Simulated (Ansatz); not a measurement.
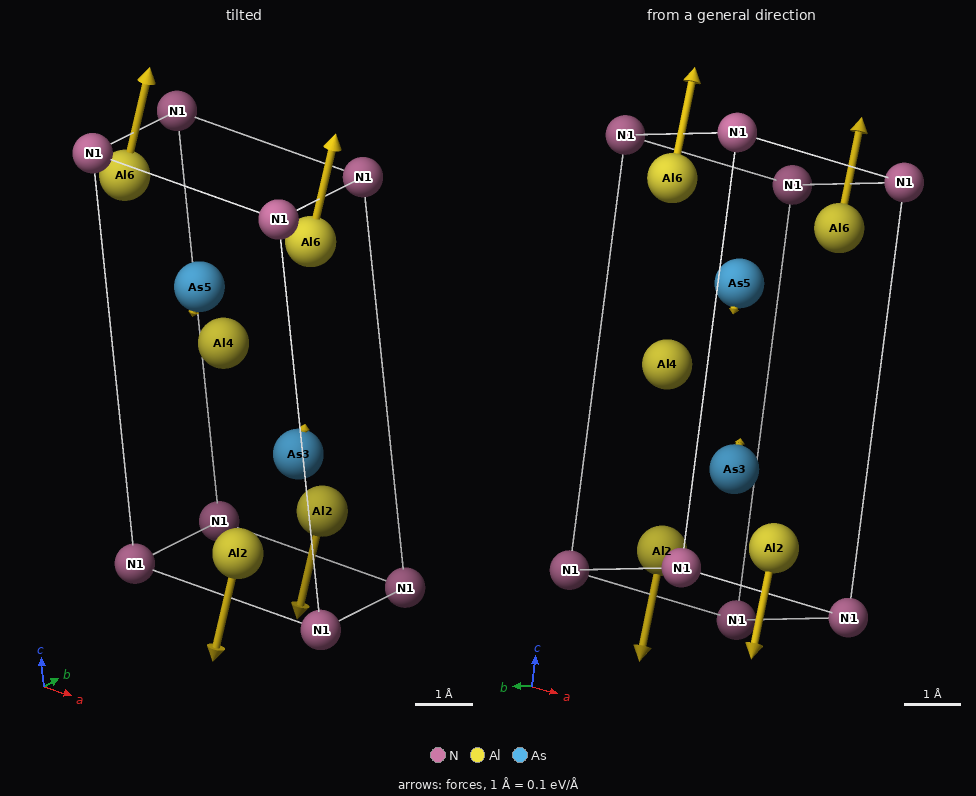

Drawn in the spheres-only manner and seen slightly off an axis and from a general direction. Lines trace the edges of the cell (the run's own, in a reduced setting). The arrows are the computed forces on the atoms.

System: Al3As2N. Results below were computed with Ansatz, DFT, PBE with spin-orbit coupling, plane waves, PAW; the settings were E_cut = 420 eV, k-points about 0.24 Å⁻¹ apart, Fermi-Dirac smearing of 0.02 eV, no moments seeded, so the run stays non-magnetic, spinor wavefunctions.

**Has this structure been optimised to equilibrium?**

No. The atoms still feel forces of up to about 0.17 eV/Å, above a usual threshold of 0.01 to 0.03 eV/Å.

**Which atom carries the strongest force?**

Al2 and Al6, about 0.17 eV/Å.

The structure comes from a structure type filled with these elements by a generator (whether the compound takes this form wasn't checked). Earlier steps of the study, as a rule a relaxation of our own, may have changed the cell and positions, so they can lie some per cent off the listed ones. An electronic-structure calculation with Ansatz was run on it.
